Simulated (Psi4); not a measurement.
# MP2/cc-pVDZ (density fitting, density fitting for correlation, sweep point 1) run of C2HClF2 (SMILES FC(F)=CCl)

Aim: the vertical electron affinity of C2HClF2 at MP2/cc-pVDZ (density fitting, density fitting for correlation, sweep point 1), from 2 runs. 

The results are computed with Psi4 1.11.

**1. The system as given**

C2HClF2: 6 atoms, total charge 0, spin state singlet. As SMILES, `FC(F)=CCl`. The shape is that of a PBE0-D4/def2-TZVP optimisation.

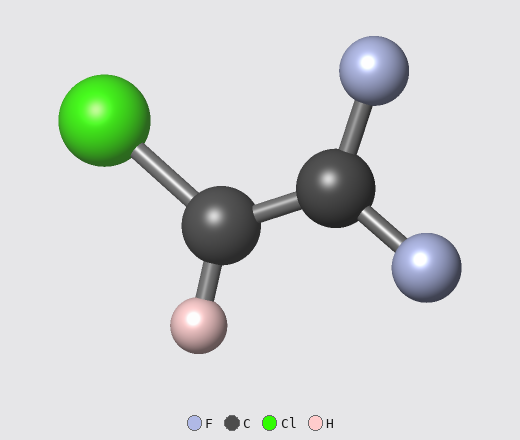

Viewed from a chosen angle; fluorine light blue, carbon dark grey, chlorine green, hydrogen pink.

**2. The energy at MP2/cc-pVDZ (density fitting, density fitting for correlation, sweep point 1)**

Input file c2hclf2.py:

```python
import psi4

psi4.set_memory(1600000000)
psi4.set_num_threads(1)
psi4.set_output_file('output.dat', False)

geom = psi4.geometry("""
0 1
F      0.901010    -0.810380     1.342040
C      0.267650    -0.562200     0.220370
F      0.192510    -1.632620    -0.522730
C     -0.218360     0.626770    -0.086550
Cl    -1.039010     0.926430    -1.552100
H     -0.103800     1.452000     0.598970
units angstrom
symmetry c1
""")

psi4.set_options({
    'puream': True,
    'scf_type': 'df',
    'num_frozen_docc': 0,
})

e_tot, wfn = psi4.energy('mp2/cc-pVDZ', molecule=geom, return_wfn=True)
print(f'mp2/cc-pVDZ energy: {e_tot:.10f} Eh')
for k, v in sorted(psi4.core.scalar_variables().items()):
    print(f'{k:45s} {v:18.10f}')
```

The run is started by

```
python c2hclf2.py
```

output.dat:

```text
[...]
  Running in c1 symmetry.
[...]
  Nuclear repulsion =  213.574873883427927
[...]
  Multiplicity = 1
[...]
  Nalpha       = 24
  Nbeta        = 24
[...]
    Number of basis functions: 79
[...]
   @DF-RHF iter   1:  -734.60424183480404   -3.26757e-01   4.68307e-03 DIIS/ADIIS
[...]
   @DF-RHF iter  12:  -734.66815927754055   -3.75167e-12   5.51014e-09 DIIS
[...]
    Orbital Energies [Eh]
    ---------------------
    Doubly Occupied:
       1A   -104.853591     2A    -26.366607     3A    -26.366030
       4A    -11.448167     5A    -11.313907     6A    -10.580484
       7A     -8.048285     8A     -8.044534     9A     -8.044413
      10A     -1.728272    11A     -1.662075    12A     -1.185452
      13A     -1.043682    14A     -0.893311    15A     -0.821459
      16A     -0.780523    17A     -0.761922    18A     -0.703132
      19A     -0.682415    20A     -0.664048    21A     -0.599652
      22A     -0.527539    23A     -0.470655    24A     -0.377619
[...]
  @DF-RHF Final Energy:  -734.66815927754055
   => Energetics <=
    Nuclear Repulsion Energy =            213.5748738834279266
    One-Electron Energy =               -1440.5505128430497734
    Two-Electron Energy =                 492.3074796820812935
    Total Energy =                       -734.6681592775405534
[...]
 Multipole Moments:
 ------------------------------------------------------------------------------------
     Multipole            Electronic (a.u.)      Nuclear  (a.u.)        Total (a.u.)
 ------------------------------------------------------------------------------------
 L = 1.  Multiply by 2.5417464519 to convert [e a0] to [Debye]
 Dipole X            :          0.5410348           -0.4645792            0.0764555
 Dipole Y            :         -2.2791606            2.5935583            0.3143977
 Dipole Z            :         -0.1883572            0.5147756            0.3264184
 Magnitude           :                                                    0.4596089
[...]
```

Standard output:

```text
mp2/cc-pVDZ energy: -735.4447956786 Eh
CURRENT CORRELATION ENERGY                         -0.7766364010
CURRENT ENERGY                                   -735.4447956786
CURRENT REFERENCE ENERGY                         -734.6681592775
CUSTOM SCS-MP2 CORRELATION ENERGY                  -0.7482689381
CUSTOM SCS-MP2 TOTAL ENERGY                      -735.4164282157
DD SOLVATION ENERGY                                 0.0000000000
HF KINETIC ENERGY                                 734.6893952543
HF POTENTIAL ENERGY                             -1469.3575545319
HF TOTAL ENERGY                                  -734.6681592775
HF VIRIAL RATIO                                     1.9999710953
MP2 CORRELATION ENERGY                             -0.7766364010
MP2 DOUBLES ENERGY                                 -0.7766364010
MP2 OPPOSITE-SPIN CORRELATION ENERGY               -0.5646809282
MP2 SAME-SPIN CORRELATION ENERGY                   -0.2119554728
MP2 SINGLES ENERGY                                 -0.0000000000
MP2 TOTAL ENERGY                                 -735.4447956786
NUCLEAR REPULSION ENERGY                          213.5748738834
ONE-ELECTRON ENERGY                             -1440.5505128430
PCM POLARIZATION ENERGY                             0.0000000000
PE ENERGY                                           0.0000000000
SCF ITERATION ENERGY                             -734.6681592775
SCF ITERATIONS                                     12.0000000000
SCF TOTAL ENERGY                                 -734.6681592775
SCS-MP2 CORRELATION ENERGY                         -0.7482689381
SCS-MP2 TOTAL ENERGY                             -735.4164282157
TWO-ELECTRON ENERGY                               492.3074796821
```

Run time: 3.9 s. Hardware: 1 thread of Intel Xeon at 2.70GHz, shared host; peak memory 0.28 GiB.

**3. The doublet anion**

Input file c2hclf2.py:

```python
import psi4

psi4.set_memory(1600000000)
psi4.set_num_threads(1)
psi4.set_output_file('c2hclf2.out', False)

molecule = psi4.geometry("""
-1 2
F      0.901010    -0.810380     1.342040
C      0.267650    -0.562200     0.220370
F      0.192510    -1.632620    -0.522730
C     -0.218360     0.626770    -0.086550
Cl    -1.039010     0.926430    -1.552100
H     -0.103800     1.452000     0.598970
symmetry c1
""")

psi4.set_options({
    'basis': 'cc-pVDZ',
    'reference': 'uhf',
    'puream': True,
    'scf_type': 'df',
    'num_frozen_docc': 0,
    'maxiter': 100,
})

energy_value, wavefunction = psi4.energy('mp2', return_wfn=True)
print('E =', round(energy_value, 9))
for k, v in sorted(psi4.core.scalar_variables().items()):
    print(f'{k:45s} {v:18.10f}')
```

The run is started by

```
python c2hclf2.py
```

c2hclf2.out:

```text
[...]
  Running in c1 symmetry.
[...]
  Nuclear repulsion =  213.574873883427927
[...]
  Multiplicity = 2
[...]
  Nalpha       = 25
  Nbeta        = 24
[...]
    Number of basis functions: 79
[...]
   @DF-UHF iter   1:  -734.46671384591309   -1.89229e-01   4.88484e-03 DIIS/ADIIS
[...]
   @DF-UHF iter  18:  -734.54704739269766   -2.04636e-11   8.07753e-09 DIIS
[...]
   @S^2 Observed:                7.657176898E-01
[...]
    Orbital Energies [Eh]
    ---------------------
    Alpha Occupied:
       1A   -104.616392     2A    -26.094515     3A    -26.091284
       4A    -11.086128     5A    -10.989597     6A    -10.341706
       7A     -7.809003     8A     -7.806854     9A     -7.806646
      10A     -1.459274    11A     -1.395044    12A     -0.927673
      13A     -0.772218    14A     -0.627242    15A     -0.552126
      16A     -0.544745    17A     -0.500381    18A     -0.465039
      19A     -0.419360    20A     -0.386898    21A     -0.342419
      22A     -0.303377    23A     -0.235703    24A     -0.173369
      25A      0.074474
    Alpha Virtual:
[...]
  @DF-UHF Final Energy:  -734.54704739269766
   => Energetics <=
    Nuclear Repulsion Energy =            213.5748738834279266
    One-Electron Energy =               -1453.1614942582236836
    Two-Electron Energy =                 505.0395729820980932
    Total Energy =                       -734.5470473926976638
  UHF NO Occupations:
  HONO-2 :   23  A 1.9978307
  HONO-1 :   24  A 1.9958874
[...]
 Multipole Moments:
 ------------------------------------------------------------------------------------
     Multipole            Electronic (a.u.)      Nuclear  (a.u.)        Total (a.u.)
 ------------------------------------------------------------------------------------
 L = 1.  Multiply by 2.5417464519 to convert [e a0] to [Debye]
 Dipole X            :          0.5079154           -0.4645792            0.0433362
 Dipole Y            :         -2.8040628            2.5935583           -0.2105045
 Dipole Z            :         -0.5453723            0.5147756           -0.0305967
 Magnitude           :                                                    0.2170860
[...]
```

Standard output:

```text
E = -735.314110458
CURRENT CORRELATION ENERGY                         -0.7670630657
CURRENT ENERGY                                   -735.3141104584
CURRENT REFERENCE ENERGY                         -734.5470473927
CUSTOM SCS-MP2 CORRELATION ENERGY                  -0.7366476675
CUSTOM SCS-MP2 TOTAL ENERGY                      -735.2836950602
DD SOLVATION ENERGY                                 0.0000000000
HF KINETIC ENERGY                                 735.4355586095
HF POTENTIAL ENERGY                             -1469.9826060022
HF TOTAL ENERGY                                  -734.5470473927
HF VIRIAL RATIO                                     1.9987918571
MP2 CORRELATION ENERGY                             -0.7670630657
MP2 DOUBLES ENERGY                                 -0.7670630657
MP2 OPPOSITE-SPIN CORRELATION ENERGY               -0.5549538219
MP2 SAME-SPIN CORRELATION ENERGY                   -0.2121092439
MP2 SINGLES ENERGY                                 -0.0000000000
MP2 TOTAL ENERGY                                 -735.3141104584
NUCLEAR REPULSION ENERGY                          213.5748738834
ONE-ELECTRON ENERGY                             -1453.1614942582
PCM POLARIZATION ENERGY                             0.0000000000
PE ENERGY                                           0.0000000000
SCF ITERATION ENERGY                             -734.5470473927
SCF ITERATIONS                                     18.0000000000
SCF TOTAL ENERGY                                 -734.5470473927
SCS-MP2 CORRELATION ENERGY                         -0.7366476675
SCS-MP2 TOTAL ENERGY                             -735.2836950602
TWO-ELECTRON ENERGY                               505.0395729821
```

It took 5.1 s on 1 thread of Intel Xeon at 2.70GHz, shared host; peak memory 0.28 GiB.

**4. Results**

Level: MP2/cc-pVDZ (density fitting, density fitting for correlation, sweep point 1).

| quantity | value |
| --- | --- |
| singlet C2HClF2: total energy | -735.44480 Eh |
| singlet C2HClF2: HOMO energy (Hartree–Fock orbitals) | -10.28 eV |
| singlet C2HClF2: LUMO energy (Hartree–Fock orbitals) | 4.57 eV |
| singlet C2HClF2: HOMO–LUMO gap (Hartree–Fock orbitals) | 14.85 eV |
| singlet C2HClF2: correlation energy | -776.6 mEh |
| doublet anion: total energy | -735.31411 Eh |
| doublet anion: HOMO energy (Hartree–Fock orbitals) (highest over α and β) | 2.03 eV |
| doublet anion: LUMO energy (Hartree–Fock orbitals) (lowest over α and β) | 11.03 eV |
| doublet anion: correlation energy | -767.1 mEh |
| doublet anion: ⟨S²⟩ of the reference determinant | 0.766 |
| vertical electron affinity (to the doublet anion) | -3.556 eV |

In words: The anion lies 3.56 eV (82 kcal/mol) above the neutral: the electron isn't bound at this level, and such a value depends on the basis. Without diffuse functions anions come out too high. The HOMO (doublet anion) lies at positive energy, 2.03 eV: the electron is unbound at this level or held by a compact basis; values depend on the basis.
